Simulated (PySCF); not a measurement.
Input

```
{"job": {"xc": "B3LYP", "basis": "pcSseg-1", "solvent": "dichloromethane", "kind": "nmr", "pop": true}, "charge": -1, "multiplicity": 1}
C      2.710064     1.000713     0.565453
C      1.501589     0.131277     0.890950
C      0.827378    -0.467340    -0.341540
C     -0.163039     0.440858    -0.981505
C     -1.406268     0.202629    -0.575950
C     -2.649932     0.910099    -1.022812
C     -1.459377    -0.930054     0.392841
C     -0.084885    -1.710350     0.142410
O      0.377439    -2.432529     1.106629
H      3.167429     1.392171     1.475936
H      2.418766     1.845956    -0.059102
H      3.461672     0.424156     0.027414
H      0.769182     0.719522     1.449731
H      1.788270    -0.723215     1.514445
H      1.604440    -0.803417    -1.039867
H      0.118962     1.195035    -1.709641
H     -3.144540     1.390232    -0.174990
H     -2.420626     1.672848    -1.767984
H     -3.356176     0.199061    -1.456373
H     -2.336218    -1.569790     0.254604
H     -1.455724    -0.580510     1.429367
H     -0.278817    -2.287968    -0.836025
```

Launched as:

```sh
OMP_NUM_THREADS=1 python ens_run.py task.json out
```

Geometry: GFN2-xTB.

All numbers below come from B3LYP/pcSseg-1, SCF density, in a dichloromethane solvent model, non-relativistic in PySCF 2.14.0.

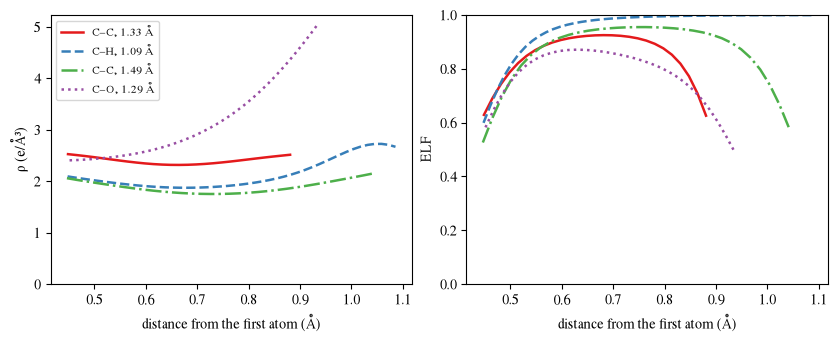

C$_{8}$H$_{13}$O (charge −1). Electron density and electron localisation function along straight lines between neighbouring atoms. The curves leave out the atomic cores.

Q: What kind of bonding do the profiles show?

A: C–C (1.33 Å): ρ is about 2.3 e/Å³ halfway; the ELF peaks at about 0.95 between the atoms: a multiple bond.
C–H (1.09 Å): ρ at the midpoint is about 2 e/Å³; the ELF climbs to about 1 towards the hydrogen, as it does in any bond to H: a covalent bond by its length.
C–C (1.49 Å): the density is about 1.8 e/Å³ at the midpoint; the ELF peaks at about 0.95 between the atoms (a shared electron pair).
C–O (1.29 Å): ρ is about 2.7 e/Å³ halfway; the ELF peaks at about 0.85 between the atoms; a polar covalent bond.
